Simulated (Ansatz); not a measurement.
Formation energy of the bound charge states of Si vacancy + O on the C site in 4H silicon carbide (start: the Si(h) site; C(k) 1.90 Å away; 96-site cell, 2×2×2 shifted sampling) against the Fermi level, Si-rich (Δμ(C) = -0.41 eV, Δμ(Si) = 0.00 eV, Δμ(O) = -4.17 eV, bounded by alpha cristobalite; only phases computed here count, gases as isolated molecules at 0 K). Computed with PBE, PAW (plane waves to 420 eV; Ansatz, an electronic-structure program).

Details: 96-site cell; 2×2×2 shifted k-points; host gap 2.23 eV; charged states image-corrected; not converged in cell size; flagged in the runs: a host whose relaxation on this sampling wasn't shown to rest.

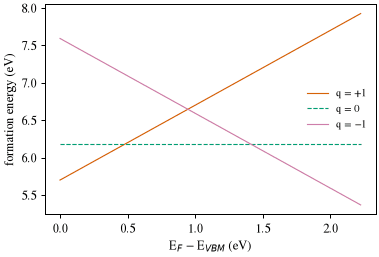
Figure. Formation energy of each charge state against the Fermi level

Crossings of the lowest lines: (+1/0) at 0.48 eV; (0/−1) at 1.41 eV. At the valence-band maximum: q = +1: 5.70 eV; q = 0: 6.18 eV; q = −1: 7.59 eV.
